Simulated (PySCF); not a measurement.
CH7NSi, SMILES CN[SiH3], PBE0/def2-SVP optimised geometry. Atoms within 1.6 Å of the plane z = 0.0 Å (x, y, z in Å): Si1 (-0.02, -0.02, 0.00), N2 (-0.58, -0.97, -1.33), H4 (-0.54, -0.65, 1.25), H5 (1.48, -0.02, 0.00), H6 (-0.44, 1.43, 0.00), H7 (-1.48, -1.43, -1.22).

Calculation: PBE0/def2-TZVP (PySCF). Cells within 0.4 Å of a nucleus heavier than hydrogen are left out (blank, or x).

Map of the Laplacian of the electron density (e/bohr⁵), clipped to [-1.50, 1.50] on the plane z = 0.0 Å:

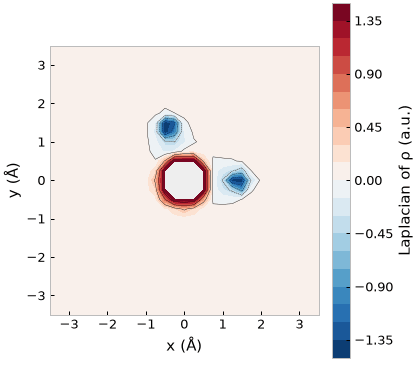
Laplacian of the electron density (e/bohr⁵), clipped to [-1.50, 1.50] on the plane z = 0.0 Å.
